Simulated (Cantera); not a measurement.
Feed: 1 mol Si2Cl6, 19 mol N2, at 13.3 mbar.

Method: chemical equilibrium by Gibbs-energy minimisation in Cantera with the NASA 1993 tables (ideal gas, pure condensed phases). Candidate condensed phases: Si, Si3N4; 13 gas species. The feed counts by its element totals alone. N2 is the only nitrogen source here; it is nearly inert below about 1500 K, so the nitride shown seldom forms there in practice. The tables' values for SiCl3 are old estimates; treat these amounts as uncertain. Kinetics and transport are ignored.

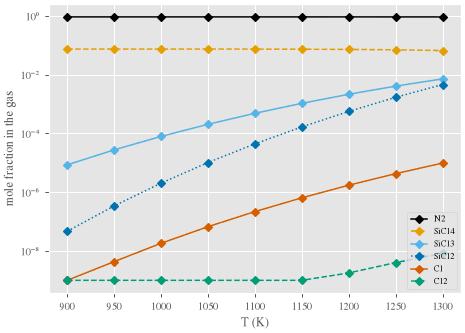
*Equilibrium gas composition (values under 1e-9 drawn at 1e-9)*

### Question
Read off the mole fractions at 1150 K.

### Answer
N2 about 0.93, SiCl4 about 0.073, SiCl3 about 0.0011, SiCl2 about 0.00017, Cl about 6.4e-7.
